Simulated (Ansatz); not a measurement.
## A computed series for SiO2: response to strain

The reference is SiO2 (space group P3_221, No. 154; a = 4.9490 Å, c = 5.4415 Å). Axes: x lies along a and z along c of the hexagonal cell.

Strains are applied to the cell and any free atomic positions relax; under biaxial strain the out-of-plane vector relaxes too.

Computed with Kohn–Sham DFT with the PBEsol functional, run in Ansatz (a first-principles code) with PAW and 420 eV plane waves, no spin-orbit coupling.

Notes on the quantities. pressure: mean of the normal stresses, compression positive.

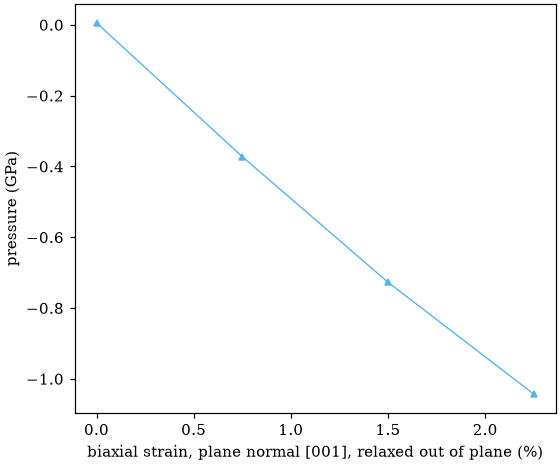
Figure. Pressure against biaxial strain, plane normal [001], relaxed out of plane

Q: From the plot, what is the pressure for biaxial strain +2.25 %, plane normal [001], relaxed out of plane?

A: About -1.04 GPa.

Q: Is the trend monotonic over the range shown?

A: Yes, it falls throughout, spanning -1.04 GPa to 0.01 GPa.

Stability against distortions was not tested.
